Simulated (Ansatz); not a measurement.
# CH6O2SiZn (SMILES C[O][Zn][O][SiH3]): what the fields show

Input

```
crystal:
  periodic: [false, false, false]
  atoms:
    - {symbol: C, position_ang: [-0.563988, 2.432564, -1.445328]}
    - {symbol: O, position_ang: [-1.315641, 1.536128, -0.672177]}
    - {symbol: Zn, position_ang: [-0.670239, 0.201921, 0.275455]}
    - {symbol: O, position_ang: [-0.202449, -1.135447, 1.311071]}
    - {symbol: Si, position_ang: [0.736776, -2.458002, 1.367712]}
    - {symbol: H, position_ang: [-0.012793, 1.936732, -2.255018]}
    - {symbol: H, position_ang: [0.157321, 3.007268, -0.849588]}
    - {symbol: H, position_ang: [-1.252435, 3.147965, -1.906980]}
    - {symbol: H, position_ang: [0.309733, -3.316665, 2.504119]}
    - {symbol: H, position_ang: [2.170623, -2.096284, 1.560769]}
    - {symbol: H, position_ang: [0.643101, -3.256180, 0.109965]}
basis:
  gaussian: {orbitals: def2-TZVPP}
hamiltonian: {xc: pbe0, dispersion: d4}
output: {orbitals: {seedname: orbitals}}
```

Command:

```sh
ansatz run in.yaml --threads 2 --pin off --events-out ev --progress --plain --max-ram 22528MiB --backend cuda --devices 0, --max-vram 18GiB
```

Geometry: PBE0-D4/def2-TZVP.

Method: RKS PBE0-D4/def2-TZVPP (Ansatz 0.2.0).

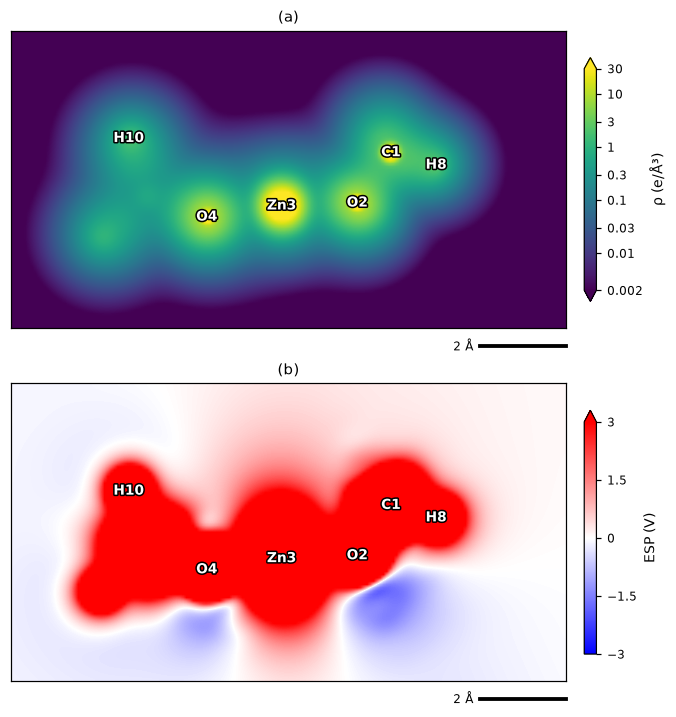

Figure 1. (a) total electron density; (b) electrostatic potential on the plane of atoms C1, O2 and Zn3.

Question: Interpret the plot.

Answer: The section cuts through C, O, Zn and H sites. C–O (1.40 Å): the density is about 2.1 e/Å³ at the midpoint, with its minimum of 1.8 e/Å³ about 0.5 Å from C. Zn–O (1.75 Å): the density is about 0.95 e/Å³ at the midpoint. C–H (1.09 Å): the density is about 2 e/Å³ at the midpoint. Outside the dense part of the molecule the potential is most negative (−1.7 V) near O2.

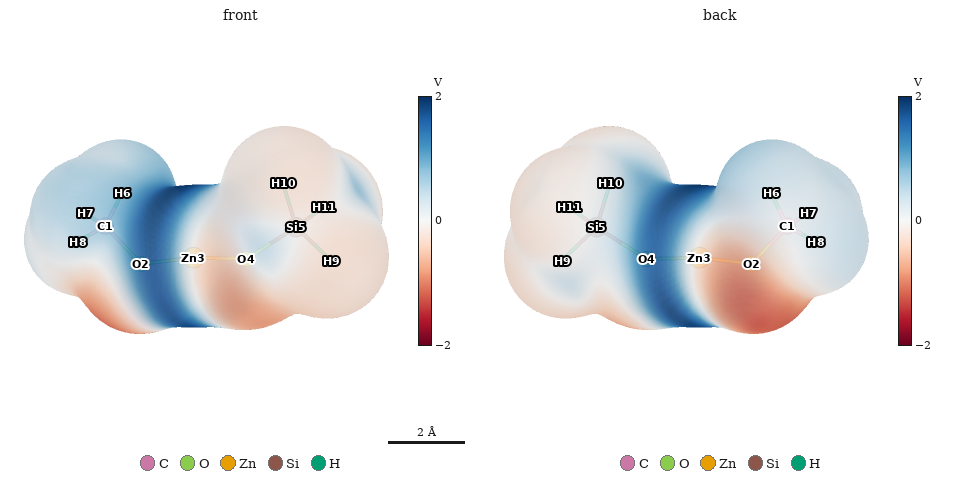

Figure 2. The electrostatic potential painted on the density surface at 0.001 e/bohr³, seen from the front and from behind; the colour scale runs from red (negative) to blue (positive).

Question: Where is the surface potential most negative and most positive?

Answer: The most negative region (about −1.2 V) lies over O2, the most positive (about +1.9 V) over Zn3. O2 is the likeliest acceptor of a hydrogen bond.

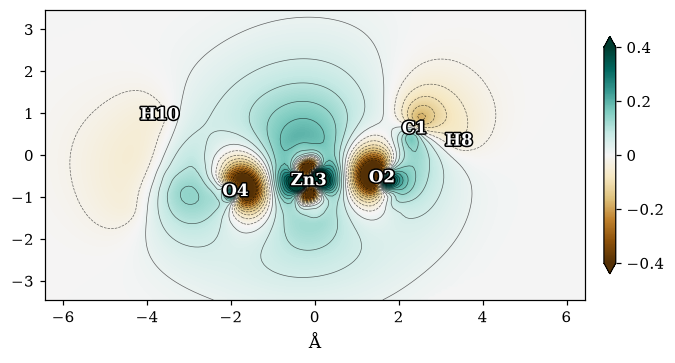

Figure 3. The LUMO on the plane of atoms O2, C1 and H8 (values in Å⁻³ᐟ²; the overall sign is arbitrary).

Question: Where does this orbital lie, and at what energy?

Answer: By Hirshfeld shares it lies mainly on Zn3 (about 60 %), Si5 (about 10 %), O2 (about 10 %) and O4 (about 10 %). Its energy is −1.27 eV.
